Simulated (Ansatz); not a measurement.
# (SrO)1(MgS)3 [001] superlattice, started as rocksalt type: a soft mode frozen in, part 2 of 3

Which phase does (SrO)1(MgS)3 [001] superlattice, started as rocksalt type fall into along its unstable mode, and how much energy does it gain?

Ansatz 0.2.0; DFT PBE, scalar-relativistic, plane waves, PAW.

So far. Step 2 (Modes at Γ): Before it was imposed, the acoustic sum rule was missed by 5.5e-4 eV/Å² and the charge sum rule by 0.016 e. Small misses are needed for a sound result but don't prove that mesh and cutoff are converged. The lowest optical mode is imaginary, 201.3i cm⁻¹, so the energy falls along it. Step 3 (The mode frozen in, largest atomic shift 0 Å): At this level the gap is 2.42 eV on the k-mesh of the self-consistent run, which can miss the band edges.

The structure was built from a prototype and need not be the compound's stable phase.

## 4. The mode frozen in, largest atomic shift 0.32 Å

The atoms are moved along the unstable eigenvector, the largest shift by 0.32 Å, with the cell fixed.

File input.yaml:

```yaml
crystal:
  lattice:
    - [2.585510553, 2.585510553, 0.0]
    - [-2.585510553, 2.585510553, 0.0]
    - [0.0, 0.0, 10.8311337944]
  atoms:
    - { symbol: Mg, position: [0.5, 0.5, 0.2657415685] }
    - { symbol: Mg, position: [0.0, 0.0, 0.5033361782] }
    - { symbol: Mg, position: [0.5, 0.5, 0.7712650766] }
    - { symbol: O, position: [0.5, 0.5, -0.0295444601] }
    - { symbol: S, position: [0.0, 0.0, 0.2598035901] }
    - { symbol: S, position: [0.5, 0.5, 0.496375289] }
    - { symbol: S, position: [0.0, 0.0, 0.7352745322] }
    - { symbol: Sr, position: [0.0, 0.0, -0.0026688755] }
kpoints:
  mp_grid: { grid: [8, 8, 2] }
hamiltonian:
  xc: pbe
scf:
  occupations: { method: gaussian, width: 0.02 }
output:
  forces: true
  stress: true
  eigenvalues: true
  write_density: true
  write_potential: true
  elf: true
  volumetric_format: npy
```

The run is started by

```bash
$ ansatz run input.yaml --threads 4 --pin off --max-ram 14336MiB --backend cpu --events-out ev --progress --plain --runs-dir out
```

Numbers of over 12 decimals in the logs are rounded to 6 here.

The log of the run:

```text
[...]
Crystal: 8 atoms, lattice volume = 144.809 Å³
Basis set: ecut = 420 eV, 2821 PW (Γ), exchange–correlation on 50×50×150 points (8 copies of the dense FFT grid, shifted against one another)
Bands: 40, of which v1, the nominal top of the filled ones, is band 32 counted from 1 (31 counted from 0)
Symmetry: 8 space group operations
[...]
k-points: 30 of 128
[...]
k-point 0: bands = [... 28 lower, 6.0205, 6.3061, 6.4544, 6.4544, 9.1533, 10.2730, 10.3136, 11.0937, ... 4 higher]
  k-point 1: bands = [... 28 lower, 6.0431, 6.0431, 6.4159, 6.4159, 9.5474, 10.2584, 10.3129, 11.1279, ... 4 higher]
  k-point 2: bands = [... 28 lower, 5.8581, 5.9360, 6.3459, 6.4355, 9.6624, 10.6237, 10.7754, 11.3535, ... 4 higher]
  k-point 29: bands = [... 28 lower, 4.9191, 5.0190, 5.8074, 5.8074, 9.1204, 10.1878, 10.8144, 10.8144, ... 4 higher]
[key lines of the parts left out:]
SCF converged after 7 iterations
Free energy (F): -12600.578187 eV
Fermi energy:    7.625699 eV
P = ⅓ Tr σ = 0.7846 GPa (7.846 kbar)
```

The job ended after 5.6 s (4 threads of Arm Neoverse V1, shared host; peak memory 0.48 GiB).

Numbers from this step:

```
pressure                         : 0.7846 GPa
gap on the k-mesh                : 2.342 eV
energy from the undistorted cell : -25.46 meV/atom
```

The energy, extrapolated to zero smearing, is -25.46 meV/atom against the undistorted cell.

The run ends at a pressure of 0.78 GPa, with forces up to 0.39 eV/Å.

## 5. Energy along the mode, all amplitudes (two of the runs are shown above)

An imaginary frequency means negative curvature, so the energy should fall and then rise again as anharmonic terms take over.

Numbers from this step:

```
depth at the lowest point sampled  : 25.46 meV/atom
largest atomic shift at that point : 0.32 Å
```

The energy from the parent by largest atomic shift:

```
largest atomic shift (Å)  energy from the parent (meV/atom)
                   0.000                                  0
                   0.040                             -0.549
                   0.080                              -2.17
                   0.140                              -6.43
                   0.220                              -14.6
                   0.320                              -25.5
                   0.450                              -25.4
                   0.600                               53.2
```

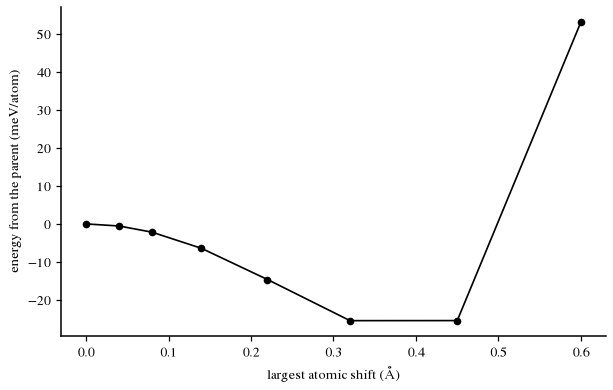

Energy from the parent against largest atomic shift.

Displacement at unit largest shift by atom:

```
atom  x (Å)  y (Å)  z (Å)  size
 Mg1   0.00   0.00   0.63  0.63
 Mg2   0.00   0.00   0.11  0.11
 Mg3   0.00   0.00   0.63  0.63
  O4   0.00   0.00  -1.00  1.00
  S5   0.00   0.00  -0.08  0.08
  S6   0.00   0.00  -0.12  0.12
  S7   0.00   0.00  -0.08  0.08
 Sr8   0.00   0.00  -0.09  0.09
```

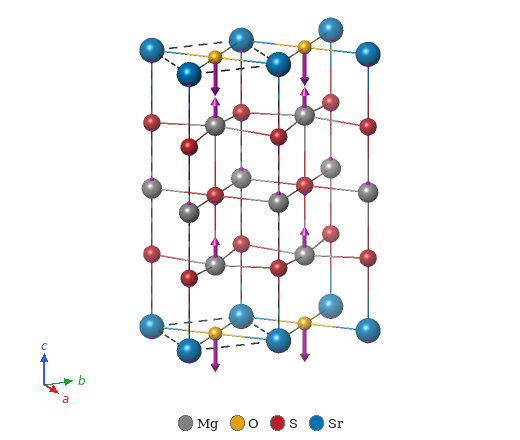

Displacement at unit largest shift as arrows, the longest 1 Å. 1×2×1 cells are drawn. Some periodic images of atoms are drawn too.

The lowest of the steps tried is at 0.32 Å, 25.5 meV/atom below the parent; the bottom of the well need not coincide with a step.

## 6. Relaxing from the distorted cell

Starting from the lowest point found, all atoms and the cell are let go, so that strain and other modes of the same symmetry can join in.

Changes to input.yaml since step 4:

```diff
@@ -19,3 +19,3 @@
 scf:
-  occupations: { method: gaussian, width: 0.02 }
+  occupations: { method: fixed }
 output:
@@ -24,5 +24,6 @@
   eigenvalues: true
-  write_density: true
-  write_potential: true
-  elf: true
-  volumetric_format: npy
+relax:
+  adjacent_minimum: "off"
+  f_tol: 0.002
+  max_steps: 120
+  cell: { stress_tol: 0.03 }
```

The log of the run:

```text
[...]
Crystal: 8 atoms, lattice volume = 144.809 Å³
Basis set: ecut = 420 eV, 2821 PW (Γ), exchange–correlation on 50×50×150 points (8 copies of the dense FFT grid, shifted against one another)
Bands: 40, of which v1, the nominal top of the filled ones, is band 32 counted from 1 (31 counted from 0)
Symmetry: 8 space group operations
[...]
k-points: 30 of 128
[...]
SCF iter   1: F=—  HF=-12600.580028 eV  |F-HF|=—  |Δ(HF+E_count)|=         —  Δρ=1.13e-3  dr2=5.46e-3  ethr=1.77e-3  ⟨swp⟩=5.5  Hψ=4586  notcnv=0  defer=134
[...]
SCF iter   7: F=-12600.578187 eV  HF=-12600.578187 eV  |F-HF|=6.23e-9  |Δ(HF+E_count)|=   1.73e-7  Δρ=4.28e-6  dr2=3.09e-8  ethr=1.56e-10  ⟨swp⟩=14.4  Hψ=8373  notcnv=0
SCF 1 converged in 7 iterations: F = -12600.578187 eV  dr2 = 3.09e-8
[...]
relax step   1: F+E_penalty+E_count = -12600.57818654 eV  Δ(F+E_penalty+E_count) = +0.000e0 eV  max|allowed force component| = 3.876e-1 eV/Å  Δτ_max = 0.0000 Å  P = +0.785 GPa  Ω = 144.809 Å³  (7 SCF iters, dr2 threshold 1.00e-7 eV, accepted)
Crystal: 8 atoms, lattice volume = 150.013 Å³
Basis set: ecut = 420 eV, 2925 PW (Γ), exchange–correlation on 50×50×150 points (8 copies of the dense FFT grid, shifted against one another)
[...]
iter 1 solved again at ethr=5.66e-4 eV; its pass at ethr=3.10e-3 eV (dr2=3.62e-1 eV) is discarded
[...]
SCF iter   7: F=-12600.662266 eV  HF=-12600.662266 eV  |F-HF|=8.10e-8  |Δ(HF+E_count)|=   6.33e-6  Δρ=1.42e-5  dr2=5.08e-7  ethr=1.25e-9  ⟨swp⟩=13.6  Hψ=7665  notcnv=0
SCF 2 converged in 7 iterations: F = -12600.662266 eV  dr2 = 5.08e-7
relax step   2: F+E_penalty+E_count = -12600.66226588 eV  Δ(F+E_penalty+E_count) = -8.408e-2 eV  max|allowed force component| = 7.199e-1 eV/Å  Δτ_max = 0.1948 Å  P = -0.393 GPa  Ω = 150.013 Å³  energy of the carried Pulay correction = -2.794e-3 eV  (7 SCF iters, dr2 threshold 8.00e-7 eV, accepted)
Crystal: 8 atoms, lattice volume = 151.223 Å³
Basis set: ecut = 420 eV, 2911 PW (Γ), exchange–correlation on 50×50×150 points (8 copies of the dense FFT grid, shifted against one another)
[...]
SCF iter   7: F=-12600.748166 eV  HF=-12600.748166 eV  |F-HF|=1.70e-8  |Δ(HF+E_count)|=   5.41e-7  Δρ=5.82e-6  dr2=6.03e-8  ethr=1.25e-9  ⟨swp⟩=13.4  Hψ=7187  notcnv=0
SCF 3 converged in 7 iterations: F = -12600.748166 eV  dr2 = 6.03e-8
[...]
relax step   3: F+E_penalty+E_count = -12600.74816636 eV  Δ(F+E_penalty+E_count) = -8.590e-2 eV  max|allowed force component| = 5.027e-1 eV/Å  Δτ_max = 0.0881 Å  P = -0.308 GPa  Ω = 151.223 Å³  energy of the carried Pulay correction = -3.429e-3 eV  (7 SCF iters, dr2 threshold 8.00e-7 eV, accepted)
[... from here on, the SCF cycles and remarks between the steps are left out ...]
relax step   4: F+E_penalty+E_count = -12600.78716663 eV  Δ(F+E_penalty+E_count) = -3.900e-2 eV  max|allowed force component| = 4.358e-1 eV/Å  Δτ_max = 0.0542 Å  P = +0.252 GPa  Ω = 150.651 Å³  energy of the carried Pulay correction = -3.130e-3 eV  (7 SCF iters, dr2 threshold 8.00e-7 eV, accepted)
relax step   5: F+E_penalty+E_count = -12600.82118165 eV  Δ(F+E_penalty+E_count) = -3.402e-2 eV  max|allowed force component| = 1.841e-1 eV/Å  Δτ_max = 0.0822 Å  P = +0.347 GPa  Ω = 150.917 Å³  energy of the carried Pulay correction = -3.269e-3 eV  (6 SCF iters, dr2 threshold 8.00e-7 eV, accepted)
relax step   6: F+E_penalty+E_count = -12600.82785893 eV  Δ(F+E_penalty+E_count) = -6.677e-3 eV  max|allowed force component| = 1.427e-1 eV/Å  Δτ_max = 0.0423 Å  P = +0.010 GPa  Ω = 152.740 Å³  energy of the carried Pulay correction = -4.219e-3 eV  (6 SCF iters, dr2 threshold 8.00e-7 eV, accepted)
relax step   7: F+E_penalty+E_count = -12600.82999325 eV  Δ(F+E_penalty+E_count) = -2.134e-3 eV  max|allowed force component| = 8.645e-2 eV/Å  Δτ_max = 0.0407 Å  P = -0.161 GPa  Ω = 153.076 Å³  energy of the carried Pulay correction = -4.393e-3 eV  (6 SCF iters, dr2 threshold 8.00e-7 eV, accepted)
relax step   8: F+E_penalty+E_count = -12600.83010513 eV  Δ(F+E_penalty+E_count) = -1.119e-4 eV  max|allowed force component| = 1.039e-1 eV/Å  Δτ_max = 0.0222 Å  P = +0.291 GPa  Ω = 152.067 Å³  energy of the carried Pulay correction = -3.870e-3 eV  (6 SCF iters, dr2 threshold 4.67e-7 eV, rejected (line search))
relax step   9: F+E_penalty+E_count = -12600.83177650 eV  Δ(F+E_penalty+E_count) = -1.783e-3 eV  max|allowed force component| = 2.310e-2 eV/Å  Δτ_max = 0.0109 Å  P = -0.022 GPa  Ω = 152.802 Å³  energy of the carried Pulay correction = -4.251e-3 eV  (9 SCF iters, accepted)
relax step  10: F+E_penalty+E_count = -12600.83191153 eV  Δ(F+E_penalty+E_count) = -1.350e-4 eV  max|allowed force component| = 4.821e-3 eV/Å  Δτ_max = 0.0041 Å  P = -0.002 GPa  Ω = 152.718 Å³  energy of the carried Pulay correction = -4.208e-3 eV  (6 SCF iters, dr2 threshold 3.33e-8 eV, accepted)
relax step  11: F+E_penalty+E_count = -12600.83192027 eV  Δ(F+E_penalty+E_count) = -8.746e-6 eV  max|allowed force component| = 2.093e-3 eV/Å  Δτ_max = 0.0006 Å  P = -0.002 GPa  Ω = 152.707 Å³  energy of the carried Pulay correction = -4.202e-3 eV  (6 SCF iters, dr2 threshold 1.45e-9 eV, accepted)
relax step  12: F+E_penalty+E_count = -12600.83192295 eV  Δ(F+E_penalty+E_count) = -2.676e-6 eV  max|allowed force component| = 8.329e-4 eV/Å  Δτ_max = 0.0002 Å  P = +0.000 GPa  Ω = 152.703 Å³  energy of the carried Pulay correction = -4.200e-3 eV  (6 SCF iters, dr2 threshold 2.74e-10 eV, accepted)
relax step  13: F+E_penalty+E_count = -12600.84589634 eV  Δ(F+E_penalty+E_count) = -1.397e-2 eV  max|allowed force component| = 5.190e-3 eV/Å  Δτ_max = 0.0000 Å  P = +0.126 GPa  Ω = 152.703 Å³  stress off target by 3.08e-1 GPa  SCF on the basis re-selected at this cell (its energy is not comparable with the rows above)  (8 SCF iters)
relax step  14: F+E_penalty+E_count = -12600.84611238 eV  Δ(F+E_penalty+E_count) = -2.160e-4 eV  max|allowed force component| = 4.889e-2 eV/Å  Δτ_max = 0.0116 Å  P = -0.048 GPa  Ω = 153.435 Å³  energy of the carried Pulay correction = -3.654e-4 eV  (6 SCF iters, dr2 threshold 2.37e-7 eV, accepted)
relax step  15: F+E_penalty+E_count = -12600.84648770 eV  Δ(F+E_penalty+E_count) = -3.753e-4 eV  max|allowed force component| = 1.367e-2 eV/Å  Δτ_max = 0.0049 Å  P = -0.026 GPa  Ω = 153.384 Å³  energy of the carried Pulay correction = -3.355e-4 eV  (5 SCF iters, dr2 threshold 1.49e-7 eV, accepted)
relax step  16: F+E_penalty+E_count = -12600.84655141 eV  Δ(F+E_penalty+E_count) = -6.371e-5 eV  max|allowed force component| = 2.802e-3 eV/Å  Δτ_max = 0.0017 Å  P = -0.002 GPa  Ω = 153.360 Å³  energy of the carried Pulay correction = -3.193e-4 eV  (6 SCF iters, dr2 threshold 1.17e-8 eV, accepted)
relax step  17: F+E_penalty+E_count = -12600.84654911 eV  Δ(F+E_penalty+E_count) = +2.298e-6 eV  max|allowed force component| = 7.839e-4 eV/Å  Δτ_max = 0.0005 Å  P = -0.001 GPa  Ω = 153.369 Å³  energy of the carried Pulay correction = -3.235e-4 eV  (6 SCF iters, dr2 threshold 4.91e-10 eV, accepted)
[...]
SCF iter   1: F=—  HF=-12600.846818 eV  |F-HF|=—  |Δ(HF+E_count)|=         —  Δρ=2.72e-5  dr2=1.51e-7  ethr=8.24e-7  ⟨swp⟩=3.0  Hψ=7597  notcnv=0  defer=178
eigensolver tolerance schedule: the retry pair's looser diagonalisation over-reported the residual by 3484.06 of it (diagonalisation noise at 12.55 of the residual, at the tolerance the schedule requests for it); recorded, not acted on — ethr = c·dr2/N_el stays at c = 1.0e-1
[...]
SCF iter   2: F=—  HF=-12600.846909 eV  |F-HF|=—  |Δ(HF+E_count)|=   9.14e-5  Δρ=1.40e-5  dr2=7.80e-8  ethr=2.36e-10  ⟨swp⟩=3.7  Hψ=3048  notcnv=0  defer=167
[...]
SCF iter   6: F=-12600.846911 eV  HF=-12600.846911 eV  |F-HF|=7.28e-12  |Δ(HF+E_count)|=  1.40e-10  Δρ=9.23e-8  dr2=8.75e-12  ethr=1.00e-12  ⟨swp⟩=17.1  Hψ=8782  notcnv=0
SCF 18 converged in 6 iterations: F = -12600.846911 eV  dr2 = 8.75e-12
relax step  18: F+E_penalty+E_count = -12600.84691093 eV  Δ(F+E_penalty+E_count) = -3.618e-4 eV  max|allowed force component| = 7.911e-4 eV/Å  Δτ_max = 0.0000 Å  P = -0.000 GPa  Ω = 153.369 Å³  stress off target by 3.67e-3 GPa  SCF on the basis re-selected at this cell (its energy is not comparable with the rows above)  (6 SCF iters)
[...]
SCF converged after 6 iterations
Free energy (F): -12600.846911 eV
[...]
Internal energy: -12600.846911 eV  (E = F + TS)
E sigma→0 (E₀):  -12600.846911 eV
Fermi energy:    5.710370 eV
[...]
--- Forces (eV/Å), atoms counted from 1 ---
  atom   1  Mg    -0.00000000    -0.00000000     0.00064565
  atom   2  Mg    -0.00000000     0.00000000     0.00079038
  atom   3  Mg    -0.00000000     0.00000000     0.00008548
  atom   4  O     -0.00000000     0.00000000     0.00025299
  atom   5  S      0.00000000     0.00000000    -0.00035248
  atom   6  S      0.00000000     0.00000000    -0.00045694
  atom   7  S      0.00000000     0.00000000    -0.00063360
  atom   8  Sr     0.00000000    -0.00000000    -0.00033733
  max |Σ_I F_I| component: 5.84e-6 eV/Å
--- Stress (GPa, compression-positive) ---
       -0.002524      -0.000000       0.000000
       -0.000000      -0.002524      -0.000000
        0.000000      -0.000000       0.003668
  P = ⅓ Tr σ = -0.0005 GPa (-0.005 kbar)
--- Band table (eV; the first three rows and the last of 30) ---
  k-point 0: bands = [... 28 lower, 5.4030, 5.4030, 5.6478, 5.6478, 8.8649, 9.5712, 9.7162, 10.2471, ... 4 higher]
  k-point 1: bands = [... 28 lower, 5.3961, 5.3961, 5.6423, 5.6423, 9.2997, 9.7166, 9.7228, 9.8662, ... 4 higher]
  k-point 2: bands = [... 28 lower, 5.0398, 5.4062, 5.4577, 5.6474, 9.4322, 9.9906, 10.1453, 10.6628, ... 4 higher]
  k-point 29: bands = [... 28 lower, 4.3453, 4.8908, 4.8908, 4.8954, 8.7021, 9.1874, 9.3227, 10.5067, ... 4 higher]
--- Relaxed structure (16 steps of the walk, 15 accepted, 2 SCFs on fresh bases) ---
  F+E_penalty+E_count = -12600.84691093 eV   max|allowed force component| = 7.911e-4 eV/Å   (the final SCF, on the basis selected at the relaxed cell)
  cell:  # Å, volume = 153.3694 Å³
    - [2.532138, 2.532138, 0]
    - [-2.532138, 2.532138, 0]
    - [0, 0, 11.960074]
  atoms:
    - { symbol: Mg, position: [0.5, 0.5, 0.285885] }
    - { symbol: Mg, position: [0, 0, 0.525147] }
    - { symbol: Mg, position: [0.5, 0.5, 0.781970] }
    - { symbol: O, position: [0.5, 0.5, -0.051447] }
    - { symbol: S, position: [0, 0, 0.241522] }
    - { symbol: S, position: [0.5, 0.5, 0.492897] }
    - { symbol: S, position: [0, 0, 0.735199] }
    - { symbol: Sr, position: [0, 0, -0.011591] }
```

Elapsed: 81 s, on 4 threads; peak memory 0.52 GiB.

The steps of the relaxation:

| step | energy less that of the first step (eV) | largest force component (eV/Å) | pressure (GPa) | volume (Å³) |
| --- | --- | --- | --- | --- |
| 1 | 0.0000 | 0.3876 | 0.78 | 144.81 |
| 2 | -0.0841 | 0.7199 | -0.39 | 150.01 |
| 3 | -0.1700 | 0.5027 | -0.31 | 151.22 |
| 4 | -0.2090 | 0.4358 | 0.25 | 150.65 |
| 5 | -0.2430 | 0.1841 | 0.35 | 150.92 |
| 6 | -0.2497 | 0.1427 | 0.01 | 152.74 |
| 7 | -0.2518 | 0.0864 | -0.16 | 153.08 |
| 8 | -0.2519 | 0.1039 | 0.29 | 152.07 |
| 9 | -0.2536 | 0.0231 | -0.02 | 152.80 |
| 10 | -0.2537 | 0.0048 | 0.00 | 152.72 |
| 11 | -0.2537 | 0.0021 | 0.00 | 152.71 |
| 12 | -0.2537 | 0.0008 | 0.00 | 152.70 |
| 13* | -0.2677 | 0.0052 | 0.13 | 152.70 |
| 14 | -0.2679 | 0.0489 | -0.05 | 153.44 |
| 15 | -0.2683 | 0.0137 | -0.03 | 153.38 |
| 16 | -0.2684 | 0.0028 | 0.00 | 153.36 |
| 17 | -0.2684 | 0.0008 | 0.00 | 153.37 |
| 18* | -0.2687 | 0.0008 | 0.00 | 153.37 |

Relaxation steps marked * repeat the geometry before them on a plane-wave basis chosen anew for their cell, so energy and pressure can jump there. Relaxation step 8 was tried and not accepted.

Forces are held to the 8 operations that the run works with; a distortion that breaks them can't arise in this run.

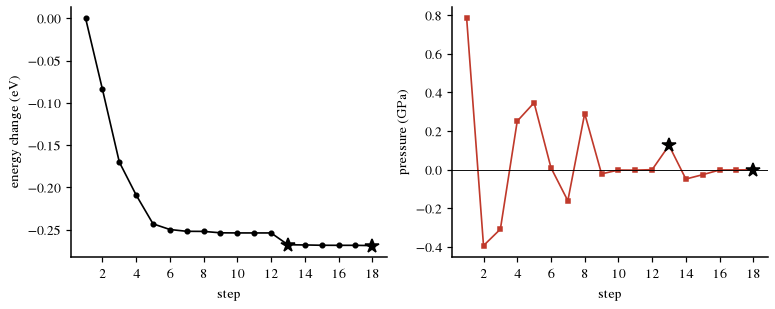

Energy and pressure along the relaxation. Stars mark steps on a basis chosen anew.

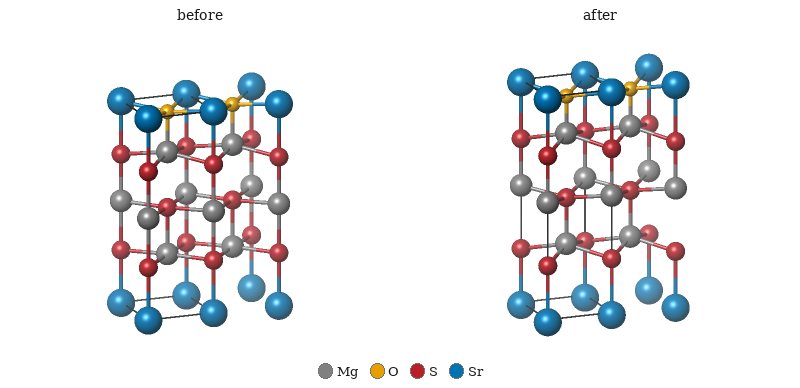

The structure before and after the relaxation, drawn at the same scale.

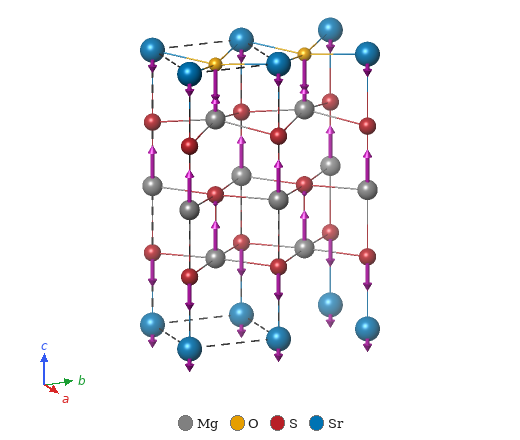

Displacements in the relaxation, exaggerated, measured against the changing cell; the longest in the cell stands for 0.26 Å. 1×2×1 cells are drawn. Some periodic images of atoms are drawn too.

| conventional cell, symmetrised | before | after | change |
| --- | --- | --- | --- |
| a (Å) | 3.656 | 3.581 | -2.1 % |
| b (Å) | 3.656 | 3.581 | -2.1 % |
| c (Å) | 10.831 | 11.960 | +10.4 % |
| volume (Å³/atom) | 18.10 | 19.17 | +5.9 % |

The atoms that moved most (Å, as changes of fractional coordinates times the final cell):

```
atom     dx     dy      dz  length
  O4  0.000  0.000  -0.262   0.262
 Mg2  0.000  0.000   0.261   0.261
 Mg1  0.000  0.000   0.241   0.241
  S5  0.000  0.000  -0.219   0.219
 Mg3  0.000  0.000   0.128   0.128
 Sr8  0.000  0.000  -0.107   0.107
  S6  0.000  0.000  -0.042   0.042
```

This step gave:

* pressure: -4.60e-4 GPa
* gap on the k-mesh: 2.816 eV
* volume per atom: 19.17 Å³

The distorted start has space group P4mm; the relaxation ends in P4mm.

## 7. The new phase in its own primitive cell

The relaxed structure is symmetrised, reduced to its primitive cell and relaxed tightly, as its phonons need.

File input.yaml:

```yaml
crystal:
  lattice:
    - [3.5809842334, 0.0, 0.0]
    - [0.0, 3.5809842334, 0.0]
    - [0.0, 0.0, 11.9600741758]
  atoms:
    - { symbol: Mg, position: [0.5, 0.5, 0.2858851379] }
    - { symbol: Mg, position: [0.0, 0.0, 0.5251472834] }
    - { symbol: Mg, position: [0.5, 0.5, 0.7819702845] }
    - { symbol: O, position: [0.5, 0.5, 0.948552876] }
    - { symbol: S, position: [0.0, 0.0, 0.2415221149] }
    - { symbol: S, position: [0.5, 0.5, 0.4928971461] }
    - { symbol: S, position: [0.0, 0.0, 0.7351988497] }
    - { symbol: Sr, position: [0.0, 0.0, 0.9884092066] }
kpoints:
  mp_grid: { grid: [6, 6, 2] }
hamiltonian:
  xc: pbe
scf:
  occupations: { method: fixed }
output:
  forces: true
  stress: true
  eigenvalues: true
relax:
  adjacent_minimum: "off"
  f_tol: 0.001
  max_steps: 60
  cell: { stress_tol: 0.01 }
```

The log of the run:

```text
[...]
Crystal: 8 atoms, lattice volume = 153.369 Å³
Basis set: ecut = 420 eV, 2947 PW (Γ), exchange–correlation on 48×48×160 points (8 copies of the dense FFT grid, shifted against one another)
Bands: 40, of which v1, the nominal top of the filled ones, is band 32 counted from 1 (31 counted from 0)
Symmetry: 8 space group operations
[...]
k-points: 20 of 72
[...]
- [0.0, 3.581543, 0.0]
    - [0, 0.0, 11.956703]
  atoms:
    - { symbol: Mg, position: [0.500000, 0.500000, 0.285907] }
    - { symbol: Mg, position: [0, 0, 0.525088] }
    - { symbol: Mg, position: [0.500000, 0.500000, 0.781922] }
    - { symbol: O, position: [0.500000, 0.500000, 0.948557] }
    - { symbol: S, position: [0, 0, 0.241597] }
    - { symbol: S, position: [0.500000, 0.500000, 0.492946] }
    - { symbol: S, position: [0, 0, 0.735177] }
    - { symbol: Sr, position: [0, 0, 0.988390] }
[key lines of the parts left out:]
SCF converged after 7 iterations
Free energy (F): -12600.841663 eV
Fermi energy:    5.707387 eV
P = ⅓ Tr σ = -0.0009 GPa (-0.009 kbar)
```

The job ended after 14 s (4 threads; peak memory 0.48 GiB; 53 s of CPU time).

Little changed from the start: no atom moved by 0.005 Å and no cell edge by 0.1 %.

Numbers from this step:

- pressure: -8.51e-4 GPa
- gap on the k-mesh: 2.818 eV
- direct gap on mesh: 3.215 eV

The largest force component left is 0.83 meV/Å and the pressure is -0.001 GPa, within the tolerances set. The cell now holds 19.17 Å³/atom.

(Part 2 of 3 ends here.)

[Logs are printed without paths, hosts, clocks, repeated set-up lines and the standing remarks that a program may print on its own settings, such as how far it seeks lower states.]

[Hosts, paths, dates, database ids (printed as entryN), source tags and the programs' standing remarks are cut or masked in the printed files.]
